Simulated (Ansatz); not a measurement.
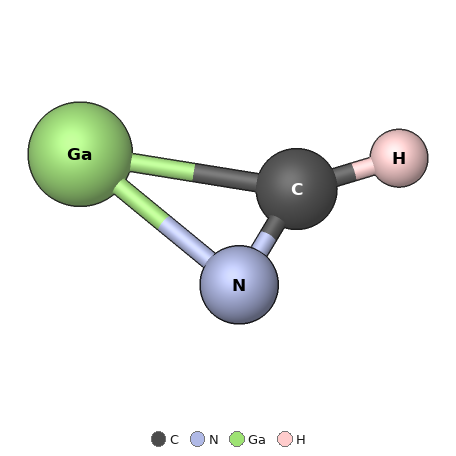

Rendered structure (ball-and-stick style). Every bond is drawn as one stick, whatever its order.

State: neutral, doublet. Computed geometry: PBE0-D4/def2-TZVP optimisation. No frequency run is at hand to confirm it as a minimum.

**Give the formula.**

CHGaN, 4 atoms: 1 carbon, 1 hydrogen, 1 gallium and 1 nitrogen.

**How many atoms are distinct by symmetry?**

4: 1 C, 1 N, 1 Ga, 1 H.

**Give the symmetry (Schoenflies symbol).**

Cs.

**Write the SMILES.**

[CH]1=[N][Ga]1

**How many bonds of each kind are drawn?**

1 C–N, 1 Ga–N, 1 C–Ga, 1 C–H.

More results for the same structure follow; atom numbers are the same in all pictures, views and colours differ.

Geometry

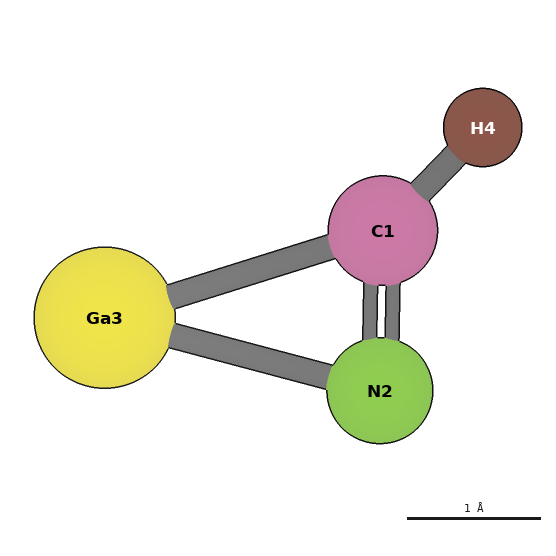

The atoms are numbered. No frequency run is at hand to confirm it as a minimum.

Give the bond lengths.

```json
{"bond": "C1–N2", "length (Å)": "1.211"}
{"bond": "C1–Ga3", "length (Å)": "2.228"}
{"bond": "C1–H4", "length (Å)": "1.095"}
{"bond": "N2–Ga3", "length (Å)": "2.161"}
```

Electronic properties

No frequency run is at hand to confirm it as a minimum. Method: UKS PBE0-D4/def2-TZVPP (Ansatz 0.2.0).

**What is the HOMO energy (Kohn–Sham orbital)?**

−5.36 eV.

**What is the ⟨S²⟩ of the determinant?**

0.755.

Dipole moment

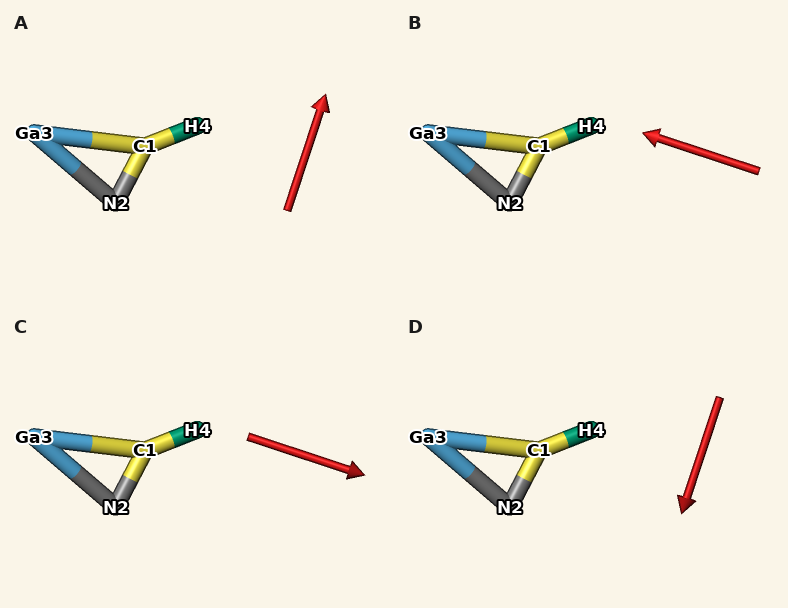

The same molecule four times, each with an arrow. No frequency run is at hand to confirm it as a minimum. Properties computed with UKS PBE0-D4/def2-TZVP (Ansatz 0.2.0).

**Which arrow points along the dipole moment, from the negative to the positive end?**

A. The dipole moment is 1.54 D; it points from the side of N2 to the side of H4 (the outermost atoms at the two ends).

Charges

The questions are on Mulliken charges. No frequency run is at hand to confirm it as a minimum. Properties computed with UKS PBE0-D4/def2-TZVP (Ansatz 0.2.0).

**Which atom carries the highest charge (most positive or least negative)?**

Ga3 (0.23 e).

**And the lowest?**

C1 (−0.21 e).

Give the Mulliken charges atom by atom.

| atom | value (e) |
| --- | --- |
| C1 | −0.21 |
| N2 | −0.19 |
| Ga3 | 0.23 |
| H4 | 0.16 |

Mulliken values depend strongly on the basis set and can even reverse the polarity of a bond.
